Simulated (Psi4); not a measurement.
**A workflow on C2H5B+ (SMILES B[CH+][CH2])**

Wanted: a structure relaxation (UB3LYP-D4/6-31G), then the harmonic vibrations, then a single-point energy (UMP2/cc-pVTZ), then the excited states (TDA-B3LYP/6-31G) of C2H5B+. 

The calculation is run with Psi4 1.11.

**1. Starting point**

The species is C2H5B+ (8 atoms), meant as a doublet with charge +1. As SMILES, `B[CH+][CH2]`. Geometry: relaxed at GFN2-xTB. This is one conformer, not always the lowest. The run starts from this shape.

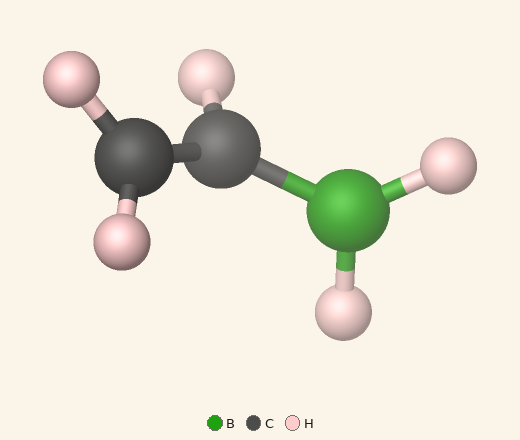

Viewed from a chosen angle; boron green, carbon dark grey, hydrogen pink.

**2. A structure relaxation at UB3LYP-D4/6-31G (density fitting) (run 1)**

File c2h5b.in:

```
memory 1.6 GB

molecule m {
  1 2
  B     -0.894150     0.775980    -0.610660
  C      0.137510     0.177030     0.318180
  C      0.827730    -0.967230     0.355970
  H     -1.996510     0.402290    -0.443950
  H     -0.718060     1.598940    -1.419310
  H      0.365890     0.945590     1.074650
  H      0.469990    -1.887060    -0.094730
  H      1.807600    -1.045530     0.819850
}

set {
  reference    uks
  geom_maxiter 60
}

E, wfn = opt("b3lyp-d4/6-31G", return_wfn=True)
```

Run with:

```sh
psi4 -i c2h5b.in -o c2h5b.out -n 1
```

c2h5b.out:

```text
[...]
  Running in c1 symmetry.
[...]
  Nuclear repulsion =   57.848903646416005
[...]
  Multiplicity = 2
[...]
  Nalpha       = 11
  Nbeta        = 10
[...]
    Number of basis functions: 37
[...]
   @DF-UKS iter   1:  -103.58018473685667   -2.41184e-01   9.05140e-03 ADIIS/DIIS
[...]
   @DF-UKS iter   7:  -103.65372812204859   -3.18323e-12   7.95954e-09 DIIS
[...]
   @S^2 Observed:                7.539521239E-01
[...]
  @DF-UKS Final Energy:  -103.65372812204859
   => Energetics <=
    Nuclear Repulsion Energy =             56.7504356201703501
    One-Electron Energy =                -244.1853390796895837
    Two-Electron Energy =                  97.0426312201610557
    DFT Exchange-Correlation Energy =     -13.2568582506805530
    Empirical Dispersion Energy =          -0.0045976320098608
    VV10 Nonlocal Energy =                  0.0000000000000000
    Total Energy =                       -103.6537281220485909
[...]
 Multipole Moments:
 ------------------------------------------------------------------------------------
     Multipole            Electronic (a.u.)      Nuclear  (a.u.)        Total (a.u.)
 ------------------------------------------------------------------------------------
 L = 1.  Multiply by 2.5417464519 to convert [e a0] to [Debye]
 Dipole X            :         -0.3975443            0.6279980            0.2304537
 Dipole Y            :          0.5855332           -0.7557231           -0.1701899
 Dipole Z            :         -0.1283287            0.3297060            0.2013773
 Magnitude           :                                                    0.3501804
[...]
  -Total Gradient:
     Atom            X                  Y                   Z
    ------   -----------------  -----------------  -----------------
       1       -0.000111921773     0.000041827592    -0.000117625506
       2        0.000097531562    -0.000066555234     0.000082293174
       3       -0.000066322729     0.000091536752    -0.000029357767
       4        0.000010810700    -0.000029321917     0.000049594434
       5        0.000058564467     0.000004835227     0.000011559734
       6       -0.000007093579     0.000002937152    -0.000007344346
       7        0.000015409816    -0.000021056416     0.000013099858
       8        0.000022379552    -0.000028885711    -0.000002913912
[...]
```

Standard output:

```text
Optimizer: Optimization complete!
```

It took 31 s on 1 thread of Intel Xeon 6975P-C (Granite Rapids), shared host; peak memory 0.42 GiB.

Step by step:

| step | energy from the first frame kept (eV) | largest force (eV/Å) |
| --- | --- | --- |
| 0 | 0.0000 | 2.8744 |
| 1 | -0.1292 | 0.6753 |
| 2 | -0.1469 | 0.4255 |
| 3 | -0.1571 | 0.1245 |
| 4 | -0.1595 | 0.0600 |
| 5 | -0.1601 | 0.0307 |
| 6 | -0.1601 | 0.0164 |
| 7 | -0.1602 | 0.0086 |

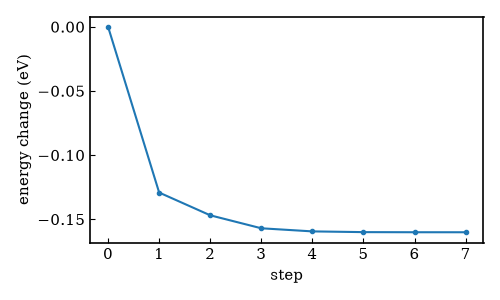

Energy along the run.

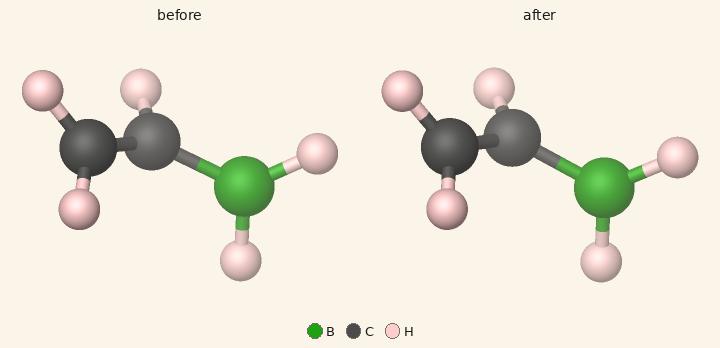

Before and after, at one scale.

After the run. Bond lengths: B1–C2 1.525 Å, C2–C3 1.405 Å, B1–H4 1.206 Å, B1–H5 1.192 Å, C2–H6 1.101 Å, C3–H7 1.089 Å, C3–H8 1.090 Å. Angles: B1–C2–C3 127.7°, B1–C2–H6 115.1°, C3–C2–H6 117.2°, C2–B1–H4 116.4°, C2–B1–H5 124.5°, C2–C3–H7 122.0°, C2–C3–H8 121.0°, H4–B1–H5 119.0°, H7–C3–H8 116.9°.

**3. Vibrational wavenumbers at UB3LYP-D4/6-31G (density fitting) (run 2)**

File c2h5b.inp:

```
memory 1.6 GB

molecule {
  1 2
  B
  C 1 1.524651
  C 2 1.404731 1 127.66978
  H 1 1.206055 2 116.42381 3 88.06388
  H 1 1.191513 4 119.01855 2 -177.81043
  H 2 1.100702 3 117.23239 1 -179.09518
  H 3 1.089092 2 122.0335 6 156.6288
  H 3 1.089706 7 116.94537 2 -179.0173
}

set {
  basis 6-31G
  reference uks
  t 400.0
  rotational_symmetry_number 1
}

energy_value, wavefunction = freq("b3lyp-d4", return_wfn=True)
```

Run with:

```sh
psi4 c2h5b.inp c2h5b.out -n 1
```

c2h5b.out:

```text
[...]
  Running in c1 symmetry.
[...]
  Nuclear repulsion =   56.750432556162984
[...]
  Multiplicity = 2
[...]
  Nalpha       = 11
  Nbeta        = 10
[...]
    Number of basis functions: 37
[...]
   @DF-UKS iter   1:  -103.59904683294721   -3.57183e-01   8.08848e-03 ADIIS/DIIS
[...]
   @DF-UKS iter  13:  -103.65372568020051   -3.69482e-13   2.86451e-09 DIIS
[...]
   @S^2 Observed:                7.539539718E-01
[...]
  @DF-UKS Final Energy:  -103.65372568020051
   => Energetics <=
    Nuclear Repulsion Energy =             56.7577109679067107
    One-Electron Energy =                -244.1982463322331682
    Two-Electron Energy =                  97.0488954872183456
    DFT Exchange-Correlation Energy =     -13.2574881216593248
    Empirical Dispersion Energy =          -0.0045976814330877
    VV10 Nonlocal Energy =                  0.0000000000000000
    Total Energy =                       -103.6537256802005089
[...]
  -Total Gradient:
     Atom            X                  Y                   Z
    ------   -----------------  -----------------  -----------------
       1        0.000006149377    -0.000015010719    -0.000156964208
       2        0.000047192785     0.000075420071     0.000194721992
       3        0.000258731320    -0.000160303560     0.000699423841
       4       -0.000031165186     0.000000615696     0.000047420738
       5        0.000038860704     0.000004897730     0.000043268211
       6       -0.000015204091     0.000007304775    -0.000022045744
       7        0.000151093140     0.000248277278     0.000306808522
       8       -0.000443300294    -0.000167492778    -0.001098162016
[...]
  ==> Harmonic Vibrational Analysis <==
[...]
  Freq [cm^-1]                 299.9052            322.9592            348.3652
[...]
  IR activ [km/mol]             1.9889              9.3950              6.1537
[...]
  Freq [cm^-1]                 560.2920            846.8848            880.9010
[...]
  IR activ [km/mol]             3.4206             27.6145             27.3082
[...]
  Freq [cm^-1]                 931.3453           1021.4451           1053.0884
[...]
  IR activ [km/mol]            32.9369             24.1329              5.7730
[...]
  Freq [cm^-1]                1073.8405           1267.3915           1401.1891
[...]
  IR activ [km/mol]            44.7608              1.9570             15.2805
[...]
  Freq [cm^-1]                1519.0702           2532.4406           2674.6453
[...]
  IR activ [km/mol]            12.9955             106.8202             5.2335
[...]
  Freq [cm^-1]                3076.7084           3147.7351           3256.8536
[...]
  IR activ [km/mol]            30.3498             34.7336             18.9020
[...]
```

Standard output:

```text
Warning: used thermodynamics relations inappropriate for low-frequency modes: ['299.9052' '322.9592' '348.3652' '560.2920']
```

Run time: 3.1 min. Hardware: 1 thread of Intel Xeon 6975P-C (Granite Rapids), shared host; peak memory 0.41 GiB.

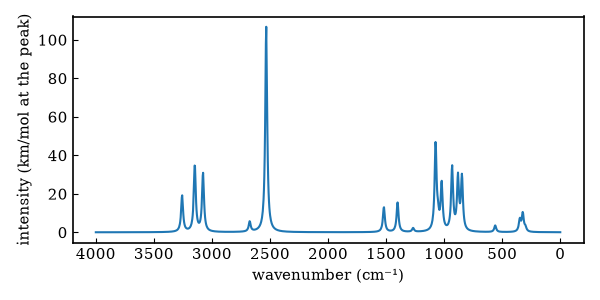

Harmonic infrared spectrum, unscaled, lines broadened by 10 cm⁻¹.

**4. The energy at UMP2/cc-pVTZ (density fitting, density fitting for correlation) (run 3)**

File job.in:

```
memory 1600 MB

molecule {
  1 2
  B     -0.907372     0.741347    -0.621327
  C      0.136799     0.234508     0.367299
  C      0.841937    -0.979647     0.323969
  H     -2.049375     0.416596    -0.409351
  H     -0.671576     1.455435    -1.545547
  H      0.362544     0.918655     1.199481
  H      0.456209    -1.853326    -0.199501
  H      1.814852    -1.081340     0.804129
}

set reference uhf
set freeze_core true

energy('mp2/cc-pVTZ')
print_variables()
```

Run with:

```sh
psi4 -i job.in -o job.out -n 1
```

job.out:

```text
[...]
  Running in c1 symmetry.
[...]
  Nuclear repulsion =   56.750432692855703
[...]
  Multiplicity = 2
[...]
  Nalpha       = 11
  Nbeta        = 10
[...]
    Number of basis functions: 160
[...]
   @DF-UHF iter   1:  -102.91384929396628   -7.11081e-01   1.56491e-03 ADIIS/DIIS
[...]
   @DF-UHF iter  16:  -103.00712000444130   -5.05054e-11   8.35231e-09 DIIS
[...]
   @S^2 Observed:                7.636280588E-01
[...]
    Orbital Energies [Eh]
    ---------------------
    Alpha Occupied:
       1A    -11.555974     2A    -11.554691     3A     -7.835013
       4A     -1.346011     5A     -1.102135     6A     -0.944286
       7A     -0.892856     8A     -0.834645     9A     -0.757932
      10A     -0.741972    11A     -0.655541
    Alpha Virtual:
      12A     -0.168602    13A     -0.131944    14A     -0.037454
      15A     -0.008446    16A      0.016649    17A      0.038941
      18A      0.062734    19A      0.068041    20A      0.090425
      21A      0.125955    22A      0.151620    23A      0.183641
      24A      0.193511    25A      0.244853    26A      0.252307
[...]
  @DF-UHF Final Energy:  -103.00712000444130
   => Energetics <=
    Nuclear Repulsion Energy =             56.7504326928557035
    One-Electron Energy =                -243.9302343794170156
    Two-Electron Energy =                  84.1726816821200146
    Total Energy =                       -103.0071200044413047
  UHF NO Occupations:
  HONO-2 :    9  A 1.9986661
  HONO-1 :   10  A 1.9961695
[...]
 Multipole Moments:
 ------------------------------------------------------------------------------------
     Multipole            Electronic (a.u.)      Nuclear  (a.u.)        Total (a.u.)
 ------------------------------------------------------------------------------------
 L = 1.  Multiply by 2.5417464519 to convert [e a0] to [Debye]
 Dipole X            :         -0.1598061            0.6279976            0.4681915
 Dipole Y            :          0.4687828           -0.7557237           -0.2869409
 Dipole Z            :          0.0291057            0.3297061            0.3588117
 Magnitude           :                                                    0.6559605
[...]
```

Run time: 2.9 s. Hardware: 1 thread of Intel Xeon 6975P-C (Granite Rapids), shared host; peak memory 0.29 GiB.

**5. The excited states at TDA-B3LYP/6-31G (density fitting, save jk yes) (run 4)**

File job.in:

```
memory 1.6 GB

molecule m {
  1 2
  B
  C 1 1.524651
  C 2 1.404731 1 127.66978
  H 1 1.206055 2 116.42381 3 88.06388
  H 1 1.191513 4 119.01855 2 -177.81043
  H 2 1.100702 3 117.23239 1 -179.09518
  H 3 1.089092 2 122.0335 6 156.6288
  H 3 1.089706 7 116.94537 2 -179.0173
}

set basis 6-31G
set reference uks
set save_jk true

from psi4.driver.procrouting.response.scf_response import tdscf_excitations
result, w = energy("b3lyp", return_wfn=True)
states = tdscf_excitations(w, states=4, tda=True)
```

Run with:

```sh
psi4 -i job.in -o job.out -n 1
```

job.out:

```text
[...]
  Running in c1 symmetry.
[...]
  Nuclear repulsion =   56.750432556162984
[...]
  Multiplicity = 2
[...]
  Nalpha       = 11
  Nbeta        = 10
[...]
    Number of basis functions: 37
[...]
   @DF-UKS iter   1:  -103.59444920094086   -3.57183e-01   8.08848e-03 DIIS/ADIIS
[...]
   @DF-UKS iter   9:  -103.64913048880690   -1.19216e-08   7.18338e-07 DIIS
[...]
   @S^2 Observed:                7.539524875E-01
[...]
  @DF-UKS Final Energy:  -103.64913048880690
   => Energetics <=
    Nuclear Repulsion Energy =             56.7504325561629841
    One-Electron Energy =                -244.1853950789075611
    Two-Electron Energy =                  97.0426933434080041
    DFT Exchange-Correlation Energy =     -13.2568613094703416
    Empirical Dispersion Energy =           0.0000000000000000
    VV10 Nonlocal Energy =                  0.0000000000000000
    Total Energy =                       -103.6491304888069038
[...]
 Multipole Moments:
 ------------------------------------------------------------------------------------
     Multipole            Electronic (a.u.)      Nuclear  (a.u.)        Total (a.u.)
 ------------------------------------------------------------------------------------
 L = 1.  Multiply by 2.5417464519 to convert [e a0] to [Debye]
 Dipole X            :          0.0386915           -0.0551992           -0.0165077
 Dipole Y            :          0.4617679           -0.5195619           -0.0577940
 Dipole Z            :         -0.5501023            0.8951055            0.3450032
 Magnitude           :                                                    0.3501998
[...]
**********                               WARNING                                **********
**********       The names of excited state variables changed between 1.5       **********
[...]
**********                               WARNING                                **********
**********  Length-gauge rotatory strengths are **NOT** gauge-origin invariant  **********
[...]
                                    Excitation Energy         Total Energy        Oscillator Strength             Rotatory Strength
[...]
Excited State    1 (1 A):   0.10997 au   414.34 nm f = 0.0054
[...]
Excited State    2 (1 A):   0.13471 au   338.24 nm f = 0.0660
[...]
Excited State    3 (1 A):   0.17230 au   264.45 nm f = 0.0149
[...]
Excited State    4 (1 A):   0.18628 au   244.60 nm f = 0.1201
[...]
**********                               WARNING                                **********
**********       The names of excited state variables changed between 1.5       **********
[...]
```

Wall time 11 s (1 thread of Intel Xeon 6975P-C (Granite Rapids), shared host); peak memory 0.39 GiB.

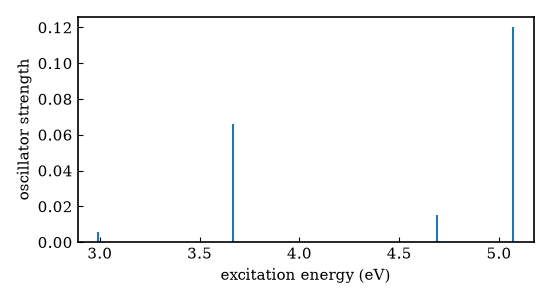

Vertical excitations as sticks.

The roots found:

```
excited state  energy (eV)  strength  label
            1        2.992    0.0054    A 1
            2        3.666    0.0660    A 1
            3        4.688    0.0149    A 1
            4        5.069    0.1201    A 1
```

**6. What came out**

| quantity | value |
| --- | --- |
| run 1, UB3LYP-D4/6-31G: total energy at the end | -103.65373 Eh |
| run 1, UB3LYP-D4/6-31G: HOMO energy (highest over α and β) | -14.51 eV |
| run 1, UB3LYP-D4/6-31G: LUMO energy (lowest over α and β) | -11.64 eV |
| run 1, UB3LYP-D4/6-31G: dispersion energy | -12.07 kJ/mol |
| run 1, UB3LYP-D4/6-31G: ⟨S²⟩ | 0.754 |
| run 2, UB3LYP-D4/6-31G: lowest harmonic wavenumber | 300 cm⁻¹ |
| run 2, UB3LYP-D4/6-31G: highest harmonic wavenumber | 3257 cm⁻¹ |
| run 2, UB3LYP-D4/6-31G: zero-point energy | 156.8 kJ/mol |
| run 2, UB3LYP-D4/6-31G: ideal-gas entropy at 400 K (symmetry number 1 as used) | 71.0 cal/(mol K) |
| run 3, UMP2/cc-pVTZ: total energy | -103.37477 Eh |
| run 3, UMP2/cc-pVTZ: HOMO energy (Hartree–Fock orbitals) (highest over α and β) | -17.84 eV |
| run 3, UMP2/cc-pVTZ: LUMO energy (Hartree–Fock orbitals) (lowest over α and β) | -6.67 eV |
| run 3, UMP2/cc-pVTZ: correlation energy (3 core orbitals frozen) | -367.6 mEh |
| run 3, UMP2/cc-pVTZ: ⟨S²⟩ of the reference determinant | 0.764 |
| run 4, TDA-B3LYP/6-31G: ground-state or mean-field energy | -103.64913 Eh |
| run 4, TDA-B3LYP/6-31G: HOMO energy (B3LYP Kohn–Sham orbitals) (highest over α and β) | -14.51 eV |
| run 4, TDA-B3LYP/6-31G: LUMO energy (B3LYP Kohn–Sham orbitals) (lowest over α and β) | -11.64 eV |
| run 4, TDA-B3LYP/6-31G: ⟨S²⟩ of the reference determinant | 0.754 |
| run 4, TDA-B3LYP/6-31G: lowest excitation energy | 2.99 eV |

**Reading.** The optimisation (run 1, UB3LYP-D4/6-31G) took 8 steps and changed the energy by -0.160 eV. All 18 modes (run 2, UB3LYP-D4/6-31G) are real, so the shape is a minimum at this level. The brightest of the 4 transitions from the ground state lies at 5.07 eV (245 nm, f = 0.120); the lowest, at 2.99 eV, has f = 0.005.
